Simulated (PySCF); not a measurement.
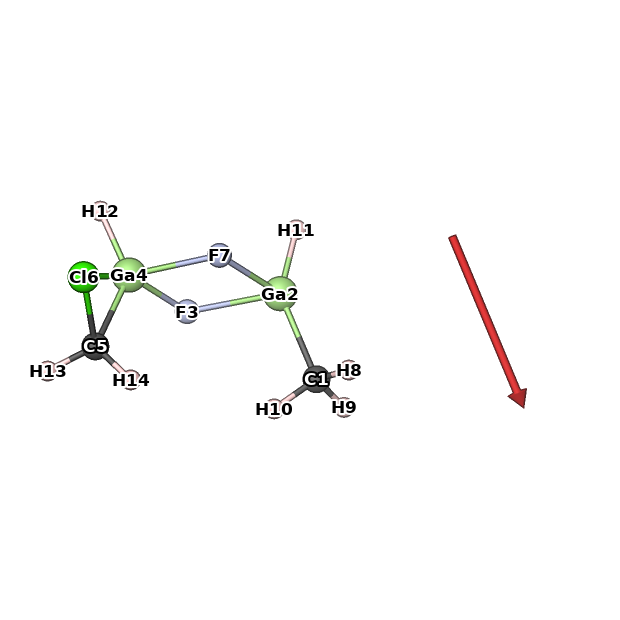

The arrow beside the molecule shows the direction of the dipole moment, from the negative to the positive end (its length means nothing). Computed geometry: GFN2-xTB optimisation. No frequency run is at hand to confirm it as a minimum. Method: CAM-B3LYP/def2-SVPD, gas phase (PySCF 2.14.0).

**How large is the dipole moment?**

2.20 D; it points from the side of H12 to the side of H9 (the outermost atoms at the two ends).

The geometry is semi-empirical. Around Ga such bond lengths and angles can be off by a tenth of an ångström or more and by several degrees, and values that hang on the shape move with them.
